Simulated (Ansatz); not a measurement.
# TiWSe3: the cost of one run

Computed with Ansatz 0.2.0 (DFT PBE, scalar-relativistic, plane waves, PAW, unless a step's input says otherwise).

### Step 1. Starting point

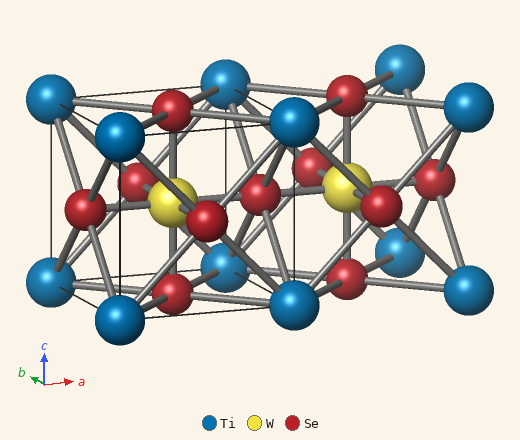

Start, viewed slightly off an axis; titanium blue, tungsten yellow, selenium red. 2×1×1 cells are drawn. Atoms on the faces are drawn again on the opposite ones.

Structure file:

```xyz
5
Lattice="4.7267 0.0000 0.0000 0.0000 4.7267 0.0000 0.0000 0.0000 4.7267" Properties=species:S:1:pos:R:3 pbc="T T T"
Ti    0.0000    0.0000    0.0000
W     2.3634    2.3634    2.3634
Se    0.0000    2.3634    2.3634
Se    2.3634    2.3634    0.0000
Se    2.3634    0.0000    2.3634
```

The cell is invented: species swapped into a database cell of TmRh3C (Pm-3m, No. 221), with Ti on the Tm sites, Se on the Rh sites and W on the C sites. Lengths come from tabulated atomic sizes and are only a guess.

### Step 2. A first look at the guess

The input, input.yaml:

```yaml
crystal:
  lattice:
    - [4.72674045, 0.0, 0.0]
    - [0.0, 4.72674045, 0.0]
    - [0.0, 0.0, 4.72674045]
  atoms:
    - { symbol: Ti, position: [0.0, 0.0, 0.0], spin: 1.0 }
    - { symbol: W, position: [0.5, 0.5, 0.5] }
    - { symbol: Se, position: [0.0, 0.5, 0.5] }
    - { symbol: Se, position: [0.5, 0.5, 0.0] }
    - { symbol: Se, position: [0.5, 0.0, 0.5] }
basis:
  ecutwfc: 420
kpoints:
  mp_grid: { grid: [4, 4, 4] }
hamiltonian:
  xc: pbe
scf:
  occupations: { method: gaussian, width: 0.1 }
  lower_state_search: "off"
output:
  forces: true
  stress: true
  eigenvalues: true
  populations: true
magnetization:
  spin_polarized: true
```

Started as:

```bash
$ ansatz run input.yaml --threads 1 --pin off --max-ram 2048MiB --backend cpu --events-out ev --progress --plain --runs-dir out
```

**Question.** How long does this run take on 1 thread of Arm Neoverse V1, shared host, and how much memory does it need?

About 16 s, with a peak of 0.42 GiB.
